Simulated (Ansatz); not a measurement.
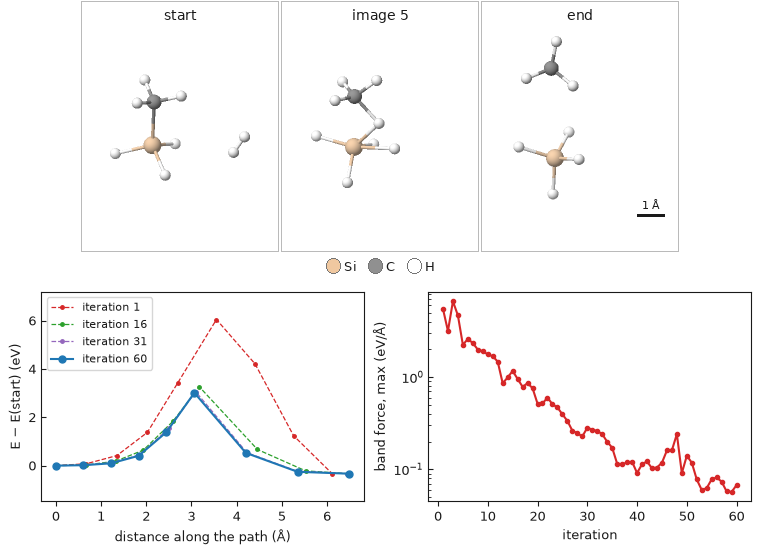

A search for the minimum-energy path of CH$_{8}$Si, made up of CH$_{6}$Si and H2 by the nudged elastic band. Images are numbered from 0 (start) to 8 (end). The plot follows the band through its iterations. A ball-and-stick model, seen at a tilt.

The calculation used RKS PBE-D4/6-31G* in Ansatz 0.2.0. Set-up: 7 movable images; climbing image from the first iteration; force threshold 0.03 eV/Å; iteration limit 60; optimiser FIRE; starting path through a guess of the saddle point.

> Judge this run.

The result isn't final. The band hadn't converged when the run stopped after 60 iterations. The largest component of the band force went from 5.5 to 0.068 eV/Å. The barrier read from it is provisional, though the highest image hardly moved in the last two iterations. The first iteration put the highest image at 6.05 eV. The highest point, image 5, lies 3.01 eV above the start and 3.35 eV above the end; the end is at −0.33 eV relative to the start.

Limits of the set-up: the start holds two separate molecules, 2.8 Å apart at their closest, whose relative position is a soft coordinate.

The run took 10 min on 1 thread of Arm Neoverse V1 (shared host), peak memory 0.098 GiB.
